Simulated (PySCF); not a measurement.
# One shape, several levels: BH (SMILES [BH])

Wanted: a comparison of 5 runs (MP2/pc-0, MP2/pc-1, MP2/aug-pc-1, MP2/pc-2, MP2/aug-pc-2) of BH. 

The calculation is run with PySCF 2.14.0.

## (1) Starting point

The species is BH (2 atoms), meant as a singlet with charge 0. SMILES: `[BH]`. The bond length is the measured one.

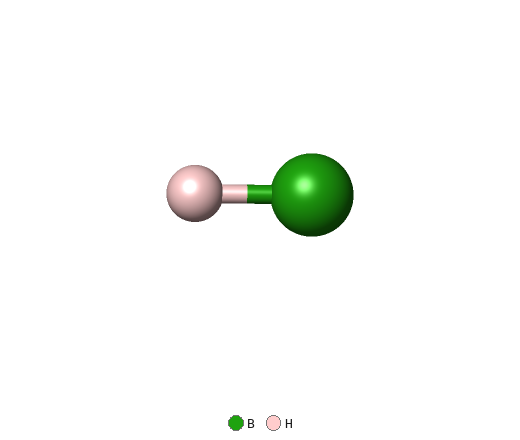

Viewed from a chosen angle; boron green, hydrogen pink.

## (2) The energy at MP2/pc-0 (run 1)

start.xyz reads:

```xyz
2

B      0.000000     0.000000     0.000000
H      0.000000     0.000000     1.232400
```

job.py reads:

```python
from pyscf import gto, scf, mp

mol = gto.Mole()
mol.atom = 'start.xyz'
mol.spin = 0
mol.basis = 'pc-0'
mol.max_memory = 1860
mol.verbose = 4
mol.charge = 0
mol.build()

hf = scf.RHF(mol)
hf.conv_tol = 1e-10
hf.kernel()
if not hf.converged:
    hf = hf.newton().run(hf.mo_coeff, hf.mo_occ)

pt = mp.MP2(hf, frozen=1).run()
e_tot = pt.e_tot
print(f'total energy: {e_tot:.8f} hartree')
```

Launch:

```sh
$ OMP_NUM_THREADS=1 python job.py
```

What it wrote:

```text
PySCF version 2.14.0

[INPUT] num. atoms = 2
[INPUT] num. electrons = 6
[INPUT] charge = 0
[INPUT] spin (= nelec alpha-beta = 2S) = 0
[INPUT] symmetry False subgroup None
[INPUT] Mole.unit = angstrom
[INPUT] Symbol           X                Y                Z      unit          X                Y                Z       unit  Magmom
[INPUT]  1 B      0.000000000000   0.000000000000   0.000000000000 AA    0.000000000000   0.000000000000   0.000000000000 Bohr   0.0
[INPUT]  2 H      0.000000000000   0.000000000000   1.232400000000 AA    0.000000000000   0.000000000000   2.328898475914 Bohr   0.0

nuclear repulsion = 2.14693772687439
number of shells = 3
number of NR pGTOs = 17
number of NR cGTOs = 11
basis = pc-0
ecp = {}

******** <class 'pyscf.scf.hf.RHF'> ********
method = RHF
initial guess = minao
damping factor = 0
level_shift factor = 0
DIIS = <class 'pyscf.scf.diis.CDIIS'>
diis_start_cycle = 1
diis_space = 8
diis_damp = 0
SCF conv_tol = 1e-10
SCF conv_tol_grad = None
SCF max_cycles = 50
direct_scf = True
direct_scf_tol = 1e-13
Set gradient conv threshold to 1e-05
Initial guess from minao.
init E= -24.812441507698
  HOMO = -0.167261339147665  LUMO = 0.0135564799515755  gap/eV = 4.92030
cycle= 1 E= -25.0375478113486  delta_E= -0.225  |g|= 0.128  |ddm|= 1.08
  HOMO = -0.347390187928319  LUMO = 0.0491279323591818  gap/eV = 10.78981
cycle= 2 E= -25.0465798847302  delta_E= -0.00903  |g|= 0.0291  |ddm|= 0.19
  HOMO = -0.330138929206523  LUMO = 0.0683694038015648  gap/eV = 10.84396
cycle= 3 E= -25.0471404772631  delta_E= -0.000561  |g|= 0.00557  |ddm|=  0.1
  HOMO = -0.329748917999868  LUMO = 0.0684652748198296  gap/eV = 10.83596
cycle= 4 E= -25.0471724147924  delta_E= -3.19e-05  |g|= 0.00101  |ddm|= 0.0369
  HOMO = -0.329852633362719  LUMO = 0.0683030185943947  gap/eV = 10.83437
cycle= 5 E= -25.0471736182702  delta_E= -1.2e-06  |g|= 4.02e-05  |ddm|= 0.009
  HOMO = -0.329841859899016  LUMO = 0.068307840400887  gap/eV = 10.83421
cycle= 6 E= -25.0471736196546  delta_E= -1.38e-09  |g|= 2.49e-06  |ddm|= 0.000269
  HOMO = -0.329841062635015  LUMO = 0.0683090921057603  gap/eV = 10.83422
cycle= 7 E= -25.0471736196582  delta_E= -3.59e-12  |g|= 9.59e-08  |ddm|= 7.13e-06
  HOMO = -0.329840975603958  LUMO = 0.0683091184782147  gap/eV = 10.83422
Extra cycle  E= -25.0471736196582  delta_E=    0  |g|= 1.98e-08  |ddm|= 2.47e-07
converged SCF energy = -25.0471736196582

******** <class 'pyscf.mp.mp2.RMP2'> ********
nocc = 2, nmo = 10
frozen orbitals 1
E(RMP2) = -25.0785510765624  E_corr = -0.0313774569041574
E(SCS-RMP2) = -25.0842123011214  E_corr = -0.037038681463235
E_corr(same-spin) = -0.000708769409716068
E_corr(oppo-spin) = -0.0306686874944414
total energy: -25.07855108 hartree
```

It took 0.56 s on 1 thread of Arm Neoverse V2, shared host; peak memory 0.11 GiB.

## (3) A single-point energy at MP2/pc-1 (run 2)

mol.xyz reads:

```xyz
2
BH
B      0.000000     0.000000     0.000000
H      0.000000     0.000000     1.232400
```

run.py reads:

```python
from pyscf import gto, mp

mol = gto.M(
    atom='mol.xyz',
    basis='pc-1',
    verbose=3,
    max_memory=1860,
    spin=0,
)

myscf = mol.RHF()
myscf.conv_tol = 1e-10
myscf.kernel()
if not myscf.converged:
    myscf = myscf.newton().run(myscf.mo_coeff, myscf.mo_occ)

pt = mp.MP2(myscf, frozen=1).run()
e_final = pt.e_tot
print('E(%s) = %.9f' % ('MP2', e_final))
```

Launch:

```sh
$ OMP_NUM_THREADS=1 python run.py
```

What it wrote:

```text
converged SCF energy = -25.1150366826146
E(RMP2) = -25.1722284289716  E_corr = -0.0571917463569745
E(SCS-RMP2) = -25.1806412589722  E_corr = -0.0656045763575587
E(MP2) = -25.172228429
```

Wall time 0.6 s (1 thread of Arm Neoverse V2, shared host); peak memory 0.12 GiB.

## (4) A single-point energy at MP2/aug-pc-1 (run 3)

job.py reads:

```python
from pyscf import gto, scf, mp

molecule = gto.Mole()
molecule.atom = 'B 0.000000 0.000000 0.000000; H 0.000000 0.000000 1.232400'
molecule.spin = 0
molecule.basis = 'aug-pc-1'
molecule.verbose = 3
molecule.max_memory = 1860
molecule.charge = 0
molecule.build()

calc0 = scf.RHF(molecule)
calc0.conv_tol = 1e-10
calc0.kernel()
if not calc0.converged:
    calc0 = calc0.newton().run(calc0.mo_coeff, calc0.mo_occ)

pt = mp.MP2(calc0, frozen=1).run()
etot = pt.e_tot
print('Final energy', etot)
```

Launch:

```sh
$ OMP_NUM_THREADS=1 python job.py
```

What it wrote:

```text
converged SCF energy = -25.1170737912772
E(RMP2) = -25.1765064446416  E_corr = -0.0594326533644653
E(SCS-RMP2) = -25.18509826325  E_corr = -0.068024471972828
Final energy -25.176506444641642
```

Run time: 0.58 s. Hardware: 1 thread of Arm Neoverse V2, shared host; peak memory 0.12 GiB.

Run 4 isn't shown in full; the table further down has it.

## (5) The energy at MP2/aug-pc-2 (run 5)

run.py reads:

```python
from pyscf import gto, mp

mol = gto.M(
    atom='B 0.000000 0.000000 0.000000; H 0.000000 0.000000 1.232400',
    charge=0,
    basis='aug-pc-2',
    verbose=3,
    max_memory=1860,
)

mf = mol.RHF()
mf.conv_tol = 1e-10
mf.kernel()
if not mf.converged:
    mf = mf.newton().run(mf.mo_coeff, mf.mo_occ)

pt = mp.MP2(mf, frozen=1).run()
etot = pt.e_tot
print(f'total energy: {etot:.8f} hartree')
```

Launch:

```sh
$ OMP_NUM_THREADS=1 python run.py
```

What it wrote:

```text
converged SCF energy = -25.1293921280125
E(RMP2) = -25.2012302841934  E_corr = -0.0718381561808907
E(SCS-RMP2) = -25.2116236880113  E_corr = -0.0822315599987934
total energy: -25.20123028 hartree
```

Wall time 0.85 s (1 thread of Arm Neoverse V2, shared host); peak memory 0.15 GiB.

## (6) The series

```
run         level  energy (Eh)  dipole moment (D) of the reference  HOMO energy (eV)  LUMO energy (eV)  wall time
  1      MP2/pc-0   -25.078551                                1.79             -8.98              1.86     0.56 s
  2      MP2/pc-1   -25.172228                                1.66             -9.37              1.44      0.6 s
  3  MP2/aug-pc-1   -25.176506                                1.74             -9.44              0.70     0.58 s
  4      MP2/pc-2   -25.199777                                1.74             -9.45              1.10      0.6 s
  5  MP2/aug-pc-2   -25.201230                                1.75             -9.47              0.62     0.85 s
```

Convergence of the total energy of singlet BH with the basis set, against the last point:

```
basis set  from the last (mEh)  wall time
     pc-0             +122.679     0.56 s
     pc-1              +29.002      0.6 s
 aug-pc-1              +24.724     0.58 s
     pc-2               +1.453      0.6 s
 aug-pc-2               +0.000     0.85 s
```

Convergence of the dipole moment (Hartree–Fock density) of singlet BH with the basis set, against the last point:

```
basis set  from the last (D)  wall time
     pc-0            +0.0466     0.56 s
     pc-1            -0.0822      0.6 s
 aug-pc-1            -0.0029     0.58 s
     pc-2            -0.0107      0.6 s
 aug-pc-2            +0.0000     0.85 s
```

## (7) Summary of results

| quantity | value |
| --- | --- |
| run 5: total energy | -25.20123 Eh |
| run 5: dipole moment (Hartree–Fock density) | 1.75 D |
| run 5: HOMO energy (Hartree–Fock orbitals) | -9.47 eV |
| run 5: LUMO energy (Hartree–Fock orbitals) | 0.62 eV |
| run 5: HOMO–LUMO gap (Hartree–Fock orbitals) | 10.09 eV |
| run 5: correlation energy (1 core orbital frozen) | -71.8 mEh |

For the total energy of singlet BH to stay within 10 mEh of the last point, pc-2 is the first point of the series from which all later ones do (0.6 s against 0.85 s). For the total energy of singlet BH to stay within 2 mEh of the last point, pc-2 is the first point of the series from which all later ones do (0.6 s against 0.85 s). For the dipole moment (Hartree–Fock density) of singlet BH to stay within 0.05 D of the last point, aug-pc-1 is the first point of the series from which all later ones do (0.58 s against 0.85 s). Over the runs the total energy spans 3.338 eV. All runs together took 3.2 s, the longest 0.85 s.
